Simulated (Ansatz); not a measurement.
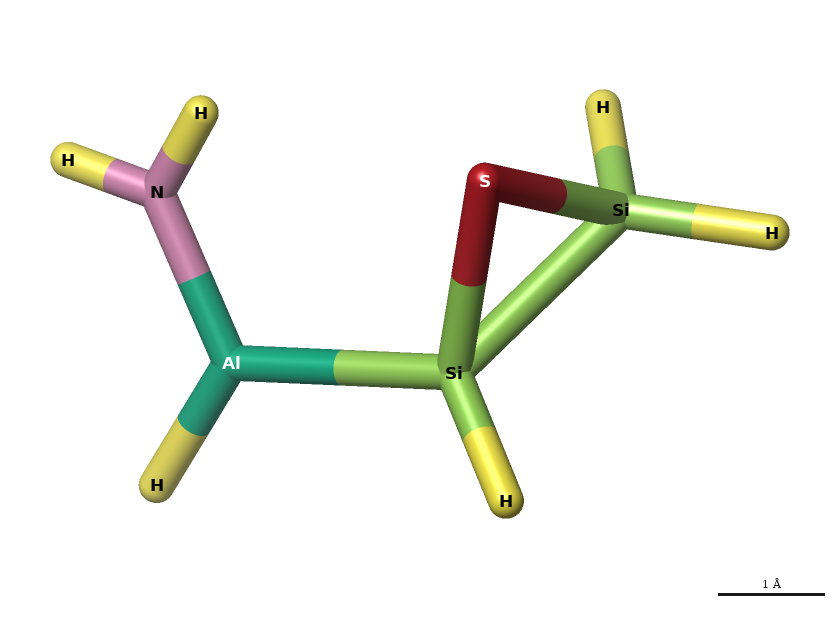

A stick model of a molecule. Every bond is drawn as one stick, whatever its order.

The geometry was computed by an optimisation with PBE0-D4/def2-TZVP. No frequency run is at hand to confirm it as a minimum.

**What is the molecular formula?**

AlH6NSSi2, 11 atoms: 1 aluminium, 6 hydrogen, 1 nitrogen, 1 sulfur and 2 silicon.

**Give the symmetry (Schoenflies symbol).**

C1.

**Count the bonded pairs by element.**

3 Si–H, 2 S–Si, 2 N–H, 1 Al–N, 1 Al–Si, 1 Si–Si, 1 Al–H.

**Name some functional groups or characteristic bonds that it holds.**

Among them: Si–H bond.

More results for the same structure follow; atom numbers are the same in all pictures, views and colours differ.

### Dipole moment

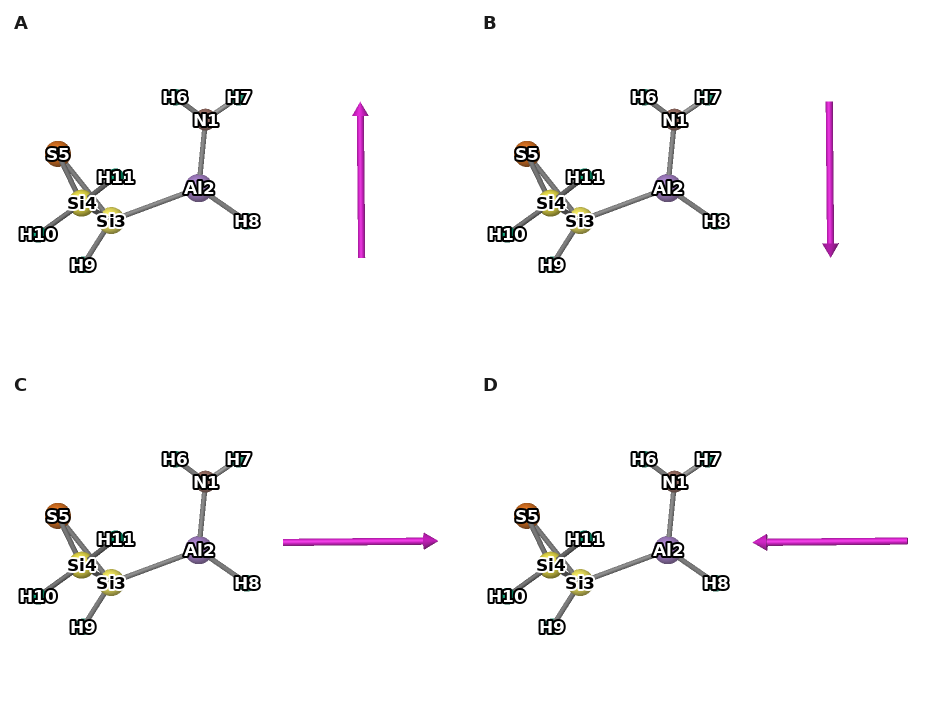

The same molecule four times, each with an arrow. No frequency run is at hand to confirm it as a minimum. Method: RKS B3LYP-D4/def2-TZVPP (Ansatz 0.2.0).

**Which arrow points along the dipole moment, from the negative to the positive end?**

C. The dipole moment is 1.60 D; it points from the side of H10 to the side of H7, H8 (the outermost atoms at the two ends).

### Electronic properties

No frequency run is at hand to confirm it as a minimum. Method: RKS PBE0-D4/def2-TZVPP (Ansatz 0.2.0).

Computed properties:

- HOMO energy (Kohn–Sham orbital): −6.87 eV
- LUMO energy (Kohn–Sham orbital): −1.57 eV
- HOMO–LUMO gap: 5.30 eV
- dispersion correction: −27.7 kJ/mol

### Charges

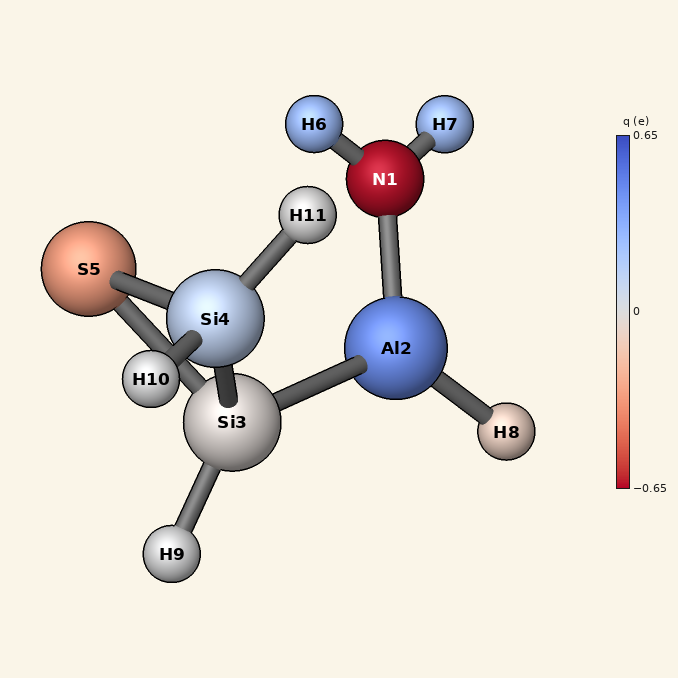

Atoms are coloured by their Mulliken charges. No frequency run is at hand to confirm it as a minimum. Level of theory: RKS PBE0-D4/def2-TZVP (Ansatz 0.2.0).

**Which atom carries the highest charge (most positive or least negative)?**

Al2 (0.44 e).

**And the lowest?**

N1 (−0.63 e).

List the Mulliken charges.

```tsv
atom	value (e)
N1	−0.63
Al2	0.44
Si3	−0.03
Si4	0.12
S5	−0.30
H6	0.25
H7	0.24
H8	−0.09
H9	0.00
H10	0.00
H11	0.00
```

Mulliken values depend strongly on the basis set and can even reverse the polarity of a bond.
